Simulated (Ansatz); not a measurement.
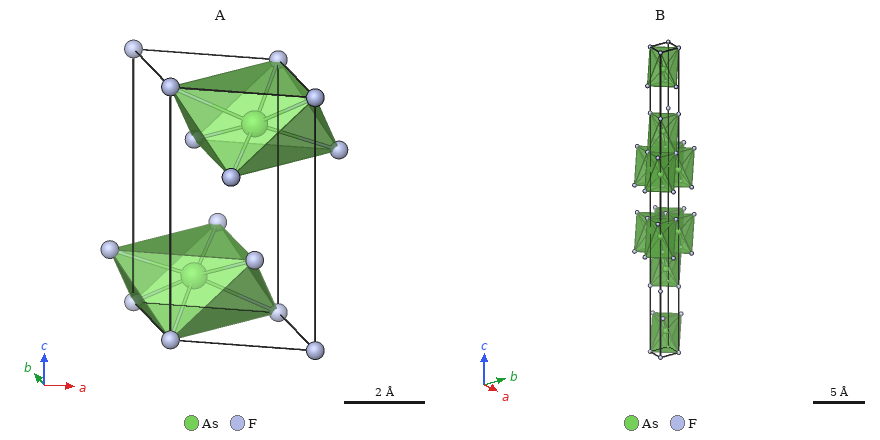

Two structures of As2F3, each relaxed to rest (conventional cells in solid outline, small ones repeated, not to one scale). Method: DFT PBE, scalar-relativistic, plane waves, PAW (Ansatz 0.2.0), without spin polarisation.

Identify the two structures.

Answer. A: 5 atoms a cell on a primitive hexagonal lattice, P-3m1. B: 15 atoms a cell on a rhombohedral (trigonal R) lattice, R-3m.

Which form lies lower?

Answer. B is lower, by 161 meV/atom at this level of theory (energies at zero smearing). Volumes: A 16.6, B 14.7 Å³/atom.

One or both may be structure types tried for this composition rather than known phases.
